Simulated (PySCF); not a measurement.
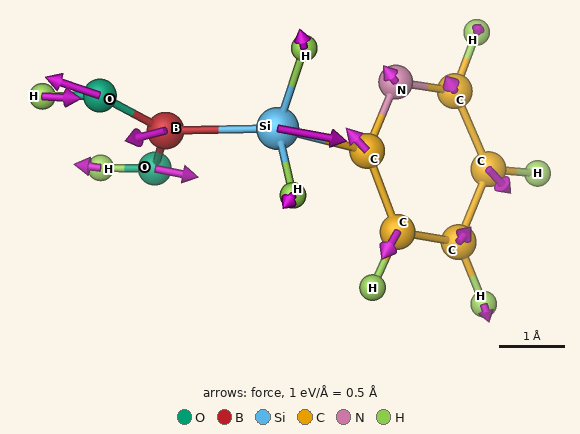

Starting geometry of C₅H₈BNO₂Si with the computed forces as purple arrows. Style: ball-and-stick. Shown at a tilt.

The start comes from GFN2-xTB. Its atoms were then displaced at random by about 0.01 Å.

Method: PBE0-D3(BJ)/def2-SVP geometry optimisation, gas phase (PySCF). 

Is this structure relaxed? If not, where do the atoms go?

Answer. It isn't relaxed: the largest force vector, on the Si atom, is 2.25 eV/Å. The final displacements have little in common with the starting forces (cosine between the two patterns 0.00). The largest move after the best rigid fit is that of an H atom, 0.99 Å. Largest moves by element: H 0.99 Å, N 0.60 Å, O 0.58 Å, C 0.56 Å, Si 0.42 Å, B 0.16 Å. Near-neighbour distances that change, for instance: B–Si 1.949 → 2.031 Å, H–Si 1.463 → 1.498 Å, C–Si 1.931 → 1.897 Å, C–C 1.370 → 1.396 Å. Bond angles that change, for instance: C–Si–H 102.2° → 108.5°, B–Si–H 117.3° → 112.0°, B–O–H 120.4° → 115.1°. Groups turn about C–Si by about 40°, B–Si by about 25°. After 14 geometry steps the energy has fallen by 27.1 kJ/mol.
